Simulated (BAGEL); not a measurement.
# C2HBF (SMILES [C]#CBF): ROHF/6-31G(d) (density fitting with qzvpp-jkfit, spherical functions)

Aim: the vertical doublet–quartet gap of C2HBF at ROHF/6-31G* (density fitting with qzvpp-jkfit, spherical functions), from 2 runs. 

The calculation is run with BAGEL 1.2.2.

4 further runs of the same task are left out: 1 that didn't finish, 3 set aside as unsound or not needed.

## (1) The system as given

The species is C2HBF (5 atoms), meant as a doublet with charge 0. As SMILES, `[C]#CBF`. The coordinates come from a GFN2-xTB relaxation.

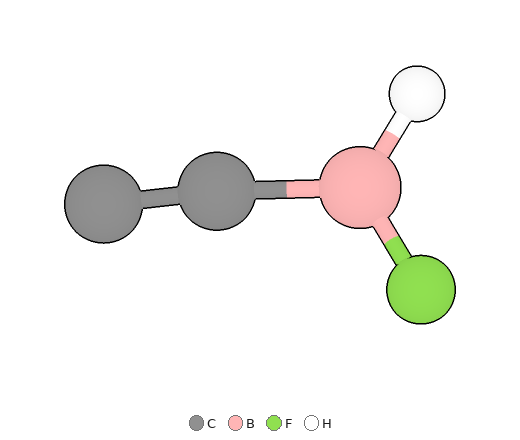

The structure, seen from a chosen angle (carbon grey, boron pink, fluorine green, hydrogen white).

## (2) A single-point energy at ROHF/6-31G(d) (density fitting with qzvpp-jkfit, spherical functions)

Input file job.json:

```json
{ "bagel": [

{
  "title": "molecule",
  "basis": "6-31gs.json",
  "df_basis": "qzvpp-jkfit",
  "angstrom": true,
  "geometry": [
    { "atom": "C", "xyz": [       1.058500,      -1.069460,       1.493050 ] },
    { "atom": "C", "xyz": [       0.496030,      -0.402700,       0.663670 ] },
    { "atom": "B", "xyz": [      -0.283370,       0.325850,      -0.413980 ] },
    { "atom": "F", "xyz": [      -1.174790,      -0.318040,      -1.118520 ] },
    { "atom": "H", "xyz": [      -0.096370,       1.464350,      -0.624220 ] }
  ]
},

{
  "title": "rohf",
  "charge": 0,
  "nopen": 1
},

{
  "title": "print",
  "file": "orbitals.molden",
  "orbitals": true
}

]}
```

The basis set 6-31G* is read from a file made from the Basis Set Exchange's data (not shown).

Started as:

```bash
BAGEL_NUM_THREADS=1 BAGEL job.json > job.out
```

Standard output:

```text
* using 1 threads per process

  ===============================================================
  ===============================================================

  *** Geometry ***

  { "atom" : "C", "xyz" : [      2.000275,     -2.020987,      2.821456 ] },
  { "atom" : "C", "xyz" : [      0.937361,     -0.760993,      1.254155 ] },
  { "atom" : "B", "xyz" : [     -0.535492,      0.615767,     -0.782309 ] },
  { "atom" : "F", "xyz" : [     -2.220031,     -0.601008,     -2.113696 ] },
  { "atom" : "H", "xyz" : [     -0.182113,      2.767220,     -1.179605 ] },

  Number of auxiliary basis functions:      320

  Since a DF basis is specified, we compute 2- and 3-index integrals:
    o Being stored without compression. Storage requirement is 0.009 GB

  Number of basis functions:       58
  Number of electrons      :       27

    * METHOD: MOLECULE                             0.09

  *** Open-shell HF ***

  === Nuclear Repulsion ===
    76.9283975934

      * DIIS with orbital gradients will be used.

  === ROHF iteration (6-31gs.json) ===
      0       -200.16289759          0.04340706           0.03
      1       -200.27530817          0.02611091           0.03
      2       -200.31141174          0.01541619           0.03
      3       -200.32741863          0.00367011           0.03
      4       -200.33099005          0.00151659           0.03
      5       -200.33181105          0.00085180           0.03
      6       -200.33209973          0.00064029           0.03
      7       -200.33225914          0.00046627           0.03
      8       -200.33241927          0.00042749           0.03
      9       -200.33275846          0.00029250           0.03
     10       -200.33294596          0.00024452           0.03
     11       -200.33300442          0.00012918           0.03
     12       -200.33301194          0.00006493           0.03
     13       -200.33301297          0.00007841           0.03
     14       -200.33302005          0.00001377           0.03
     15       -200.33301957          0.00000392           0.03
     16       -200.33301956          0.00000277           0.03
     17       -200.33301959          0.00000182           0.03
     18       -200.33301959          0.00000082           0.03
     19       -200.33301968          0.00000041           0.03
     20       -200.33301969          0.00000018           0.03
     21       -200.33301969          0.00000009           0.03
     22       -200.33301969          0.00000004           0.03
     23       -200.33301969          0.00000002           0.03
     24       -200.33301969          0.00000002           0.03
     25       -200.33301969          0.00000001           0.03
     26       -200.33301969          0.00000001           0.03
    * SCF iteration converged.

    * S^2 (ROHF) is 0.7500

    * Permanent dipole moment:
           (   -0.245939,    -0.144408,    -0.206236) a.u.

    * METHOD: ROHF                                 0.88

    * METHOD: PRINT                                0.01

  ===============================================================
```

It took 1.1 s on 1 thread of Arm Neoverse V1, shared host; peak memory 0.084 GiB.

## (3) The quartet

Input file hf.json:

```json
{ "bagel" : [

{
  "title" : "molecule",
  "basis" : "6-31gs.json",
  "df_basis" : "qzvpp-jkfit",
  "angstrom" : "true",
  "geometry" : [
    { "atom" : "C", "xyz" : [    1.058500,   -1.069460,    1.493050 ] },
    { "atom" : "C", "xyz" : [    0.496030,   -0.402700,    0.663670 ] },
    { "atom" : "B", "xyz" : [   -0.283370,    0.325850,   -0.413980 ] },
    { "atom" : "F", "xyz" : [   -1.174790,   -0.318040,   -1.118520 ] },
    { "atom" : "H", "xyz" : [   -0.096370,    1.464350,   -0.624220 ] }
  ]
},
{ "title" : "rohf", "nopen" : 3 },
{ "title" : "print", "file" : "orbitals.molden", "orbitals" : "true" }

]}
```

The basis set 6-31G* is read from a file made from the Basis Set Exchange's data (not shown).

Started as:

```bash
BAGEL_NUM_THREADS=1 BAGEL hf.json > hf.out
```

Standard output:

```text
* using 1 threads per process

  ===============================================================
  ===============================================================

  *** Geometry ***

  { "atom" : "C", "xyz" : [      2.000275,     -2.020987,      2.821456 ] },
  { "atom" : "C", "xyz" : [      0.937361,     -0.760993,      1.254155 ] },
  { "atom" : "B", "xyz" : [     -0.535492,      0.615767,     -0.782309 ] },
  { "atom" : "F", "xyz" : [     -2.220031,     -0.601008,     -2.113696 ] },
  { "atom" : "H", "xyz" : [     -0.182113,      2.767220,     -1.179605 ] },

  Number of auxiliary basis functions:      320

  Since a DF basis is specified, we compute 2- and 3-index integrals:
    o Being stored without compression. Storage requirement is 0.009 GB

  Number of basis functions:       58
  Number of electrons      :       27

    * METHOD: MOLECULE                             0.09

  *** Open-shell HF ***

  === Nuclear Repulsion ===
    76.9283975934

      * DIIS with orbital gradients will be used.

  === ROHF iteration (6-31gs.json) ===
      0       -200.01529991          0.04032831           0.03
      1       -200.12089991          0.02541803           0.03
      2       -200.16443105          0.01543838           0.03
      3       -200.18498792          0.00444086           0.03
      4       -200.19331117          0.00237017           0.03
      5       -200.19471005          0.00140791           0.03
      6       -200.19564582          0.00091975           0.03
      7       -200.19623935          0.00058769           0.03
      8       -200.19654861          0.00026010           0.03
      9       -200.19683892          0.00009681           0.03
     10       -200.19695960          0.00004772           0.03
     11       -200.19699426          0.00001514           0.03
     12       -200.19700573          0.00000758           0.03
     13       -200.19700843          0.00000461           0.03
     14       -200.19700784          0.00000317           0.03
     15       -200.19700883          0.00000307           0.03
     16       -200.19700895          0.00000310           0.03
     17       -200.19700891          0.00000297           0.03
     18       -200.19700881          0.00000268           0.03
     19       -200.19700887          0.00000254           0.03
     20       -200.19700858          0.00000272           0.03
     21       -200.19700883          0.00000140           0.03
     22       -200.19700899          0.00000064           0.03
     23       -200.19700901          0.00000036           0.03
     24       -200.19700913          0.00000020           0.03
     25       -200.19700894          0.00000010           0.03
     26       -200.19700893          0.00000006           0.03
     27       -200.19700888          0.00000004           0.03
     28       -200.19700890          0.00000003           0.03
     29       -200.19700889          0.00000003           0.03
     30       -200.19700889          0.00000002           0.03
     31       -200.19700888          0.00000001           0.03
     32       -200.19700889          0.00000001           0.03
    * SCF iteration converged.

    * S^2 (ROHF) is 3.7500

    * Permanent dipole moment:
           (   -0.609033,     0.205831,    -0.712636) a.u.

    * METHOD: ROHF                                 1.10

    * METHOD: PRINT                                0.01

  ===============================================================
```

It took 1.3 s on 1 thread of Arm Neoverse V1, shared host; peak memory 0.084 GiB.

## (4) Results

Level: ROHF/6-31G* (density fitting with qzvpp-jkfit, spherical functions).

```
                                        quantity          value
                           doublet: total energy  -200.33302 Eh
                          doublet: dipole moment         0.89 D
                                   doublet: ⟨S²⟩          0.750
                           quartet: total energy  -200.19701 Eh
                          quartet: dipole moment         2.44 D
                                   quartet: ⟨S²⟩          3.750
vertical energy of the quartet above the doublet       3.701 eV
```

What this shows: At this shape the quartet lies 3.70 eV (85 kcal/mol) above the doublet.
